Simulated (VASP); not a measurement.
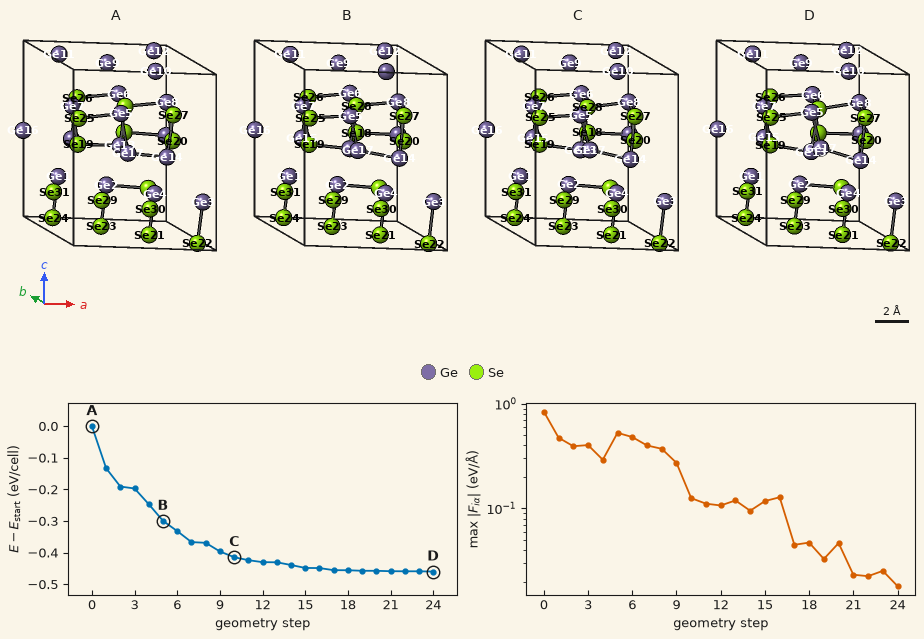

Frames of a relaxation of a defect cell of composition Ge17Se15, marked on the history of the run. Style: ball-and-stick. Shown: the cell of the calculation (origin shifted), slightly off an axis.

The run lets the atoms move in a fixed cell.

These are results of Kohn-Sham DFT of a periodic cell, PBE, VASP PAW PBE potentials, recommended in VASP 6.6.1, not measurements.

The input:
```
ALGO = Normal ; EDIFF = 1E-6
EDIFFG = -0.025 ; ENCUT = 450
GGA = PE ; IBRION = 2
ICORELEVEL = 1 ; ISIF = 2
ISMEAR = 0 ; ISYM = 0
LASPH = True ; LCHARG = False
LREAL = Auto ; LUSENCCL = False
LWAVE = False ; NELM = 80
NSW = 70 ; PREC = Normal
SIGMA = 0.01
```

Command:
```bash
cat potpaw_PBE.64/Ge_d/POTCAR potpaw_PBE.64/Se/POTCAR > POTCAR
mpirun -np 1 vasp_std > vasp.out
```

Q: Describe the path.

A: The atom that moves furthest is a Ge atom (0.39 Å along [−1 −1 −2]). By element the largest moves are Ge 0.39 Å, Se 0.18 Å. The lattice vectors keep their values. Among the contacts that change: Ge–Se 2.458 → 2.682 Å, Ge–Ge 2.445 → 2.585 Å, Ge–Ge 2.679 → 2.579 Å, Ge–Se 2.643 → 2.578 Å. Among the angles between lasting bonds that change: Ge–Ge–Ge 98.6° → 117.6°, Ge–Ge–Se 95.3° → 79.5°, Ge–Ge–Se 92.8° → 79.2°. The energy falls by 0.460 eV per cell of the calculation in 24 geometry steps. The largest force component goes from 0.84 to 0.018 eV/Å. It ran on 1 × NVIDIA H100 80GB with 1 thread of AMD EPYC 7R13 Processor (Zen 3), on a shared host. From step 0 to 5: a Ge atom moves most (0.21 Å), energy −0.299 eV per cell of the calculation. From step 5 to 10: a Ge atom moves most (0.11 Å), energy −0.115 eV per cell of the calculation. From step 10 to 24: a Ge atom moves most (0.16 Å), energy −45.4 meV per cell of the calculation.

```json
{"step": "0", "E − E(0), meV/atom": "0.00", "largest force component, eV/Å": "0.8403"}
{"step": "1", "E − E(0), meV/atom": "-4.16", "largest force component, eV/Å": "0.4738"}
{"step": "2", "E − E(0), meV/atom": "-5.96", "largest force component, eV/Å": "0.3928"}
{"step": "3", "E − E(0), meV/atom": "-6.15", "largest force component, eV/Å": "0.4027"}
{"step": "4", "E − E(0), meV/atom": "-7.71", "largest force component, eV/Å": "0.2917"}
{"step": "5", "E − E(0), meV/atom": "-9.36", "largest force component, eV/Å": "0.5272"}
{"step": "6", "E − E(0), meV/atom": "-10.37", "largest force component, eV/Å": "0.4807"}
{"step": "7", "E − E(0), meV/atom": "-11.45", "largest force component, eV/Å": "0.3994"}
{"step": "8", "E − E(0), meV/atom": "-11.52", "largest force component, eV/Å": "0.3711"}
{"step": "9", "E − E(0), meV/atom": "-12.38", "largest force component, eV/Å": "0.2724"}
{"step": "10", "E − E(0), meV/atom": "-12.94", "largest force component, eV/Å": "0.1253"}
{"step": "11", "E − E(0), meV/atom": "-13.24", "largest force component, eV/Å": "0.1110"}
{"step": "12", "E − E(0), meV/atom": "-13.43", "largest force component, eV/Å": "0.1067"}
{"step": "13", "E − E(0), meV/atom": "-13.45", "largest force component, eV/Å": "0.1192"}
{"step": "14", "E − E(0), meV/atom": "-13.71", "largest force component, eV/Å": "0.0950"}
{"step": "15", "E − E(0), meV/atom": "-14.00", "largest force component, eV/Å": "0.1175"}
{"step": "16", "E − E(0), meV/atom": "-14.02", "largest force component, eV/Å": "0.1278"}
{"step": "17", "E − E(0), meV/atom": "-14.22", "largest force component, eV/Å": "0.0449"}
{"step": "18", "E − E(0), meV/atom": "-14.23", "largest force component, eV/Å": "0.0472"}
{"step": "19", "E − E(0), meV/atom": "-14.28", "largest force component, eV/Å": "0.0329"}
{"step": "20", "E − E(0), meV/atom": "-14.29", "largest force component, eV/Å": "0.0466"}
{"step": "21", "E − E(0), meV/atom": "-14.33", "largest force component, eV/Å": "0.0233"}
{"step": "22", "E − E(0), meV/atom": "-14.33", "largest force component, eV/Å": "0.0225"}
{"step": "23", "E − E(0), meV/atom": "-14.34", "largest force component, eV/Å": "0.0253"}
{"step": "24", "E − E(0), meV/atom": "-14.36", "largest force component, eV/Å": "0.0181"}
```
